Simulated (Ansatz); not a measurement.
# CH5BTe: the cost of one run

Program: Ansatz 0.2.0, Gaussian basis. Level of theory: the settings change from run to run. These are calculated values, not measurements.

### 1 The molecule

The geometry comes from an earlier relaxation with PBE0-D4 in a triple-zeta def2 set; it is a stationary point, not always the lowest conformer. Te takes a core potential in def2 sets; no spin-orbit term is included.

SMILES `B[Te]C`, 8 atoms, charge 0, spin multiplicity 1.

Atoms are counted from 1 here; the program's logs count them from 0.

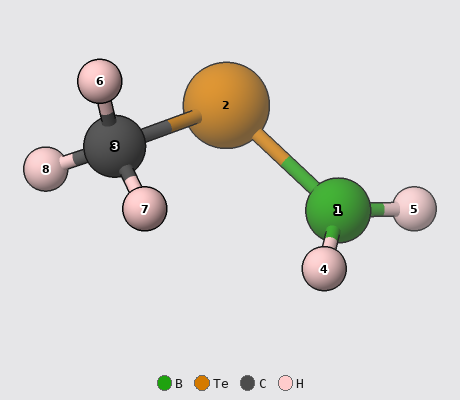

The geometry (boron green, tellurium orange, carbon dark grey, hydrogen pink); atoms are numbered from 1 in the order of the file.

Geometry (Å):

```xyz
8
charge 0, multiplicity 1
B    -0.6918    1.2983   -1.0222
Te   -0.6695    0.7038    0.9765
C     0.5654   -1.0383    0.8034
H    -0.0947    0.6611   -1.8347
H    -1.3140    2.2775   -1.2944
H     1.4535   -0.9054    1.4174
H     0.8401   -1.1481   -0.2433
H     0.0033   -1.9062    1.1417
```

### 2 B2PLYP/def2-TZVPP

Set apart from the defaults: high accuracy.

File in.yaml:

```yaml
crystal:
  periodic: [false, false, false]
  atoms:
    - {symbol: B, position_ang: [-0.691821, 1.298333, -1.022215]}
    - {symbol: Te, position_ang: [-0.669516, 0.703780, 0.976547]}
    - {symbol: C, position_ang: [0.565367, -1.038325, 0.803380]}
    - {symbol: H, position_ang: [-0.094724, 0.661145, -1.834705]}
    - {symbol: H, position_ang: [-1.314029, 2.277535, -1.294404]}
    - {symbol: H, position_ang: [1.453500, -0.905408, 1.417382]}
    - {symbol: H, position_ang: [0.840077, -1.148080, -0.243337]}
    - {symbol: H, position_ang: [0.003347, -1.906181, 1.141652]}
basis:
  gaussian: {orbitals: def2-TZVPP}
hamiltonian: {xc: {name: B2PLYP}}
accuracy: high
output: {forces: true}
```

On the command line:

```bash
> ansatz run in.yaml --threads 2 --pin off --events-out ev --progress --plain --max-ram 4352MiB
```

What time and memory should one allow on 2 threads of Intel Xeon 6975P-C, shared host?

About 25 s, with a peak of 0.98 GiB.
